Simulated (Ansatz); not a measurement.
System: a (110) slab cut from Si (Fd-3m), of composition Si4Cl (not the bulk's), ended by Si planes, 20 atoms in the cell, the slab at its places in the relaxed adsorbed structure.

```
Si Cl
1.0
     7.66719    0.00000    0.00000
     0.00000    5.42152    0.00000
     0.00000    0.00000   25.44421
Si Cl
16 4
Direct
  0.25000 0.00000 0.38098
  0.75000 0.00000 0.38098
  0.50000 0.25000 0.38098
  0.00000 0.25000 0.38098
  0.50000 0.50000 0.45632
  0.00000 0.50000 0.45632
  0.75000 0.75000 0.45632
  0.25000 0.75000 0.45632
  0.75164 0.00417 0.53074
  0.24836 0.00417 0.53074
  0.00000 0.25051 0.53049
  0.50000 0.24145 0.53092
  0.00000 0.49873 0.60600
  0.50000 0.51257 0.60156
  0.24991 0.74072 0.60255
  0.75009 0.74072 0.60255
  0.25070 0.86097 0.30586
  0.74930 0.86097 0.30586
  0.50000 0.39523 0.30646
  0.00000 0.39751 0.30680
```

Level of theory: DFT PBE+D3(BJ), scalar-relativistic, plane waves, PAW, no spin polarisation, 2×3×1 k mesh; code Ansatz 0.2.0.

What does the potential across the slab give for the work function?

The work function is 4.91 eV at the right face and 5.58 eV at the left. The vacuum level is 0.68 eV higher at the left than at the right, so the slab carries a dipole along its normal; the ramp in the vacuum, at or near the edge of the plot, is the dipole correction that keeps each side flat. The outermost atoms are 7.6 Å apart, which leaves 17.8 Å of vacuum in a cell 25.4 Å high.

The atoms aren't at rest in this cell (largest force 0.6 eV/Å), so the relaxed material can differ.

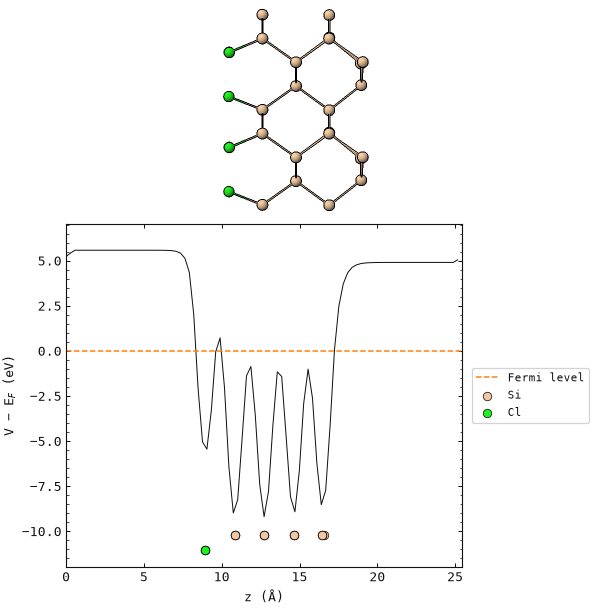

Plane-averaged electrostatic potential energy of an electron across the slab; circles at the bottom mark the heights of the atoms. The structure is drawn too.
